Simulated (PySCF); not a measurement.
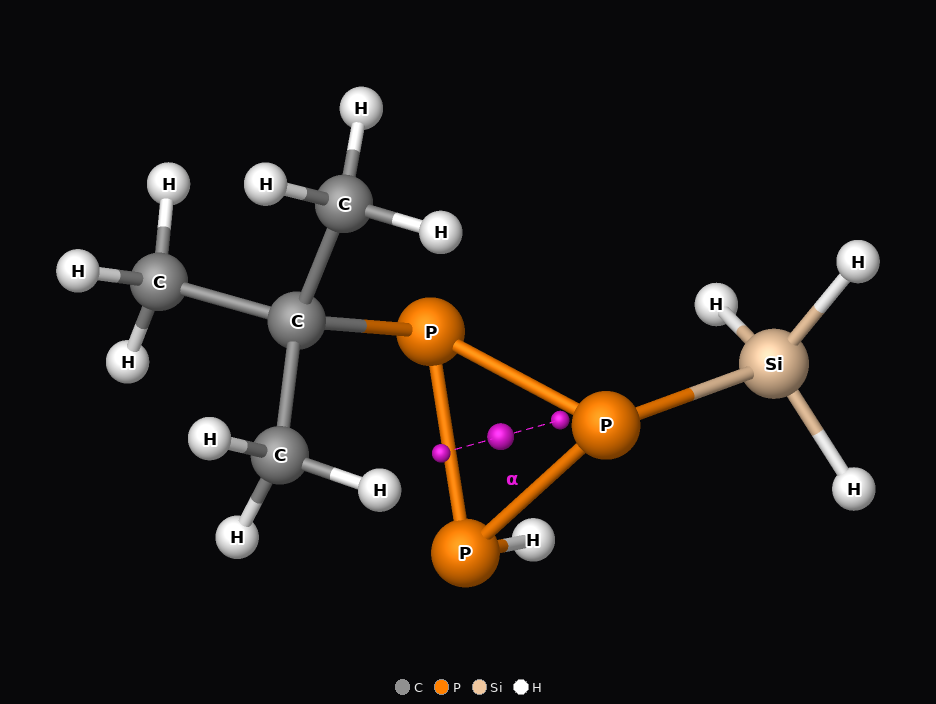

The small points mark where nucleus-independent chemical shifts (NICS) were computed: at the centre of each lettered ring and 1 Å above and below it. The computed structure is the end point of a GFN2-xTB optimisation. No frequency run is at hand to confirm it as a minimum. Properties computed with GIAO PBE0/pcSseg-1 NMR shielding, non-relativistic, gas phase (PySCF 2.14.0).

Give NICS(0), NICS(1) and the out-of-plane component NICS(1)zz for each ring (means of the two sides).

```tsv
ring	members	NICS(0)	NICS(1)	NICS(1)zz
α	P3	−37.8	−12.9	−29.0
```

Values in ppm.

The geometry is semi-empirical. Around P, Si such bond lengths and angles can be off by a tenth of an ångström or more and by several degrees, and values that hang on the shape move with them.
